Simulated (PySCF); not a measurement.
# NMR shielding calculation, with input and output: C6H10O

- system: C6H10O (cyclohexanone), SMILES O=C1CCCCC1
- method: GIAO KT3/pcSseg-1 NMR shielding, non-relativistic, gas phase (PySCF 2.14.0)

The geometry comes from this level: GFN2-xTB, MD frame at 4975.5 fs, 220 K. Figures and captions count atoms from 1; the log counts them from 0 in places.

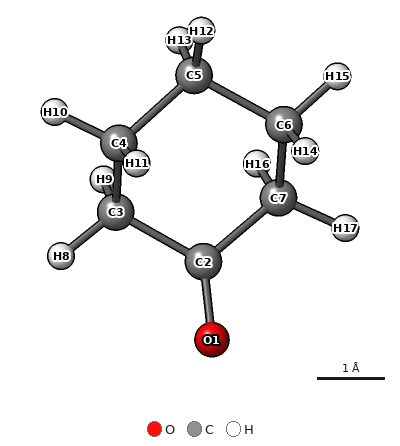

*The structure as given in the input (ball-and-stick view, seen at a tilt; atoms are numbered from 1 in the order of the input).*

**Key numbers**

```tsv
quantity	value
outcome	converged
total energy	−314.668250 hartree
HOMO	−5.50 eV
LUMO	−1.38 eV
dipole moment	3.03 D
isotropic shielding, O	−255.7 ppm
isotropic shielding, C	−9.5 to 148.8 ppm
isotropic shielding, H	28.9 to 31.0 ppm
hardware	1 CPU thread, shared host
wall time	33 s
peak memory	0.62 GiB
```

**The input**
```
{"job": {"kind": "nmr", "xc": "KT3", "basis": "pcSseg-1", "pop": false}, "charge": 0, "multiplicity": 1}
O      0.562345    -0.388573     0.597652
C      0.034684     0.570788     1.086979
C      0.504641     1.988577     0.893728
C     -0.553834     2.759952     0.064723
C     -1.827255     2.785221     0.980836
C     -2.306743     1.350496     1.229126
C     -1.202969     0.551836     1.982489
H      1.403216     2.029287     0.301907
H      0.677139     2.452742     1.883849
H     -0.134099     3.739111    -0.013398
H     -0.905147     2.384169    -0.879044
H     -2.596201     3.238761     0.393765
H     -1.661762     3.303398     1.939690
H     -2.608996     0.865014     0.357766
H     -3.231531     1.369955     1.826624
H     -0.959712     1.126051     2.902641
H     -1.583959    -0.446614     2.280073
```

The first line tells a small driver script what to run in PySCF; the rest is the geometry in Å.

Launch command:
```bash
OMP_NUM_THREADS=1 python <driver script> task.json out
```

**Log**
```
coarse grid: 13808 points
cycle   1  E = -314.4443670395  dE =  7.392e-01  |g| = 9.327e-01  |ddm| = 3.664e+00
cycle   2  E = -313.5919214964  dE =  8.524e-01  |g| = 2.141e+00  |ddm| = 4.573e+00
cycle   3  E = -314.5954582837  dE = -1.004e+00  |g| = 3.872e-01  |ddm| = 4.065e+00
cycle   4  E = -314.6291782252  dE = -3.372e-02  |g| = 1.322e-01  |ddm| = 4.550e-01
cycle   5  E = -314.6331351484  dE = -3.957e-03  |g| = 2.653e-02  |ddm| = 1.244e-01
cycle   6  E = -314.6332873878  dE = -1.522e-04  |g| = 8.111e-03  |ddm| = 3.055e-02
cycle   7  E = -314.6333022853  dE = -1.490e-05  |g| = 2.477e-03  |ddm| = 9.442e-03
cycle   8  E = -314.6333037902  dE = -1.505e-06  |g| = 2.721e-04  |ddm| = 2.458e-03
final grid: 132176 points
cycle   9  E = -314.6682091501  dE = -2.248e-04  |g| = 1.506e-02  |ddm| = 5.645e-02
cycle  10  E = -314.6679925866  dE =  2.166e-04  |g| = 3.650e-02  |ddm| = 4.649e-02
cycle  11  E = -314.6682446159  dE = -2.520e-04  |g| = 4.773e-03  |ddm| = 3.483e-02
cycle  12  E = -314.6682498090  dE = -5.193e-06  |g| = 6.789e-04  |ddm| = 4.209e-03
cycle  13  E = -314.6682499340  dE = -1.250e-07  |g| = 1.329e-04  |ddm| = 1.140e-03
cycle  14  E = -314.6682499375  dE = -3.514e-09  |g| = 5.374e-05  |ddm| = 1.470e-04
cycle  15  E = -314.6682499383  dE = -7.657e-10  |g| = 1.090e-05  |ddm| = 7.403e-05
```

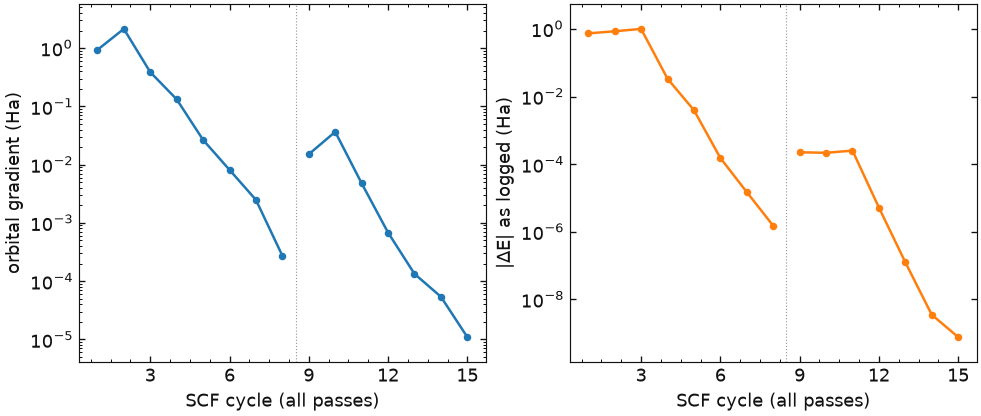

*Convergence of the self-consistent field: orbital gradient and size of the energy change against the SCF cycle. The dotted line marks the change from a coarse to the final integration grid.*

The first 8 cycles use a coarse grid, the final grid takes over at cycle 9, and the field converges after 15 cycles in all.

```
converged SCF energy = -314.6682499383

GIAO shielding tensors (ppm)
atom      isotropic    diamagn.    paramagn.     s11        s22        s33       span
  0 O     -255.744     407.717    -663.461   -743.549   -334.338    310.655   1054.204
  1 C       -9.533     245.037    -254.570    -86.821    -42.710    100.932    187.753
  2 C      137.864     257.471    -119.607    124.161    135.403    154.029     29.868
  3 C      146.969     243.942     -96.973    129.233    148.843    162.832     33.599
  4 C      148.844     250.123    -101.278    141.836    147.049    157.647     15.811
  5 C      148.680     246.547     -97.867    128.656    149.165    168.220     39.565
  6 C      136.365     253.053    -116.688    125.269    129.153    154.672     29.403
  7 H       29.678      34.071      -4.393     25.982     28.204     34.848      8.866
  8 H       29.023      32.017      -2.994     26.344     28.369     32.355      6.010
  9 H       29.793      27.850       1.943     25.342     28.343     35.693     10.350
 10 H       30.060      31.662      -1.601     26.589     28.611     34.981      8.391
 11 H       30.137      27.727       2.410     26.234     28.461     35.715      9.481
 12 H       29.957      28.437       1.520     26.292     28.772     34.807      8.515
 13 H       30.969      33.425      -2.456     27.629     29.627     35.652      8.023
 14 H       29.384      26.920       2.464     24.700     27.712     35.741     11.041
 15 H       28.857      31.101      -2.244     25.978     28.426     32.168      6.190
 16 H       29.093      31.409      -2.315     25.657     27.353     34.269      8.611
```

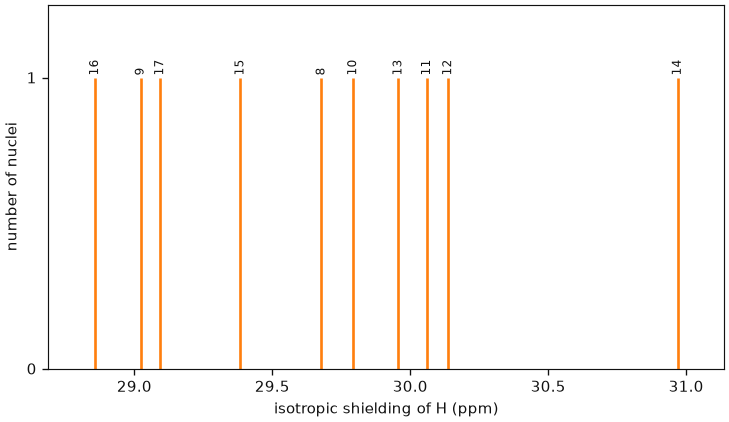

*Isotropic shieldings of the hydrogen nuclei in this fixed geometry, labelled by atom number; shielding grows to the right, so chemical shift grows to the left.*

The least shielded is H16 (28.9 ppm), the most shielded H14 (31.0 ppm).
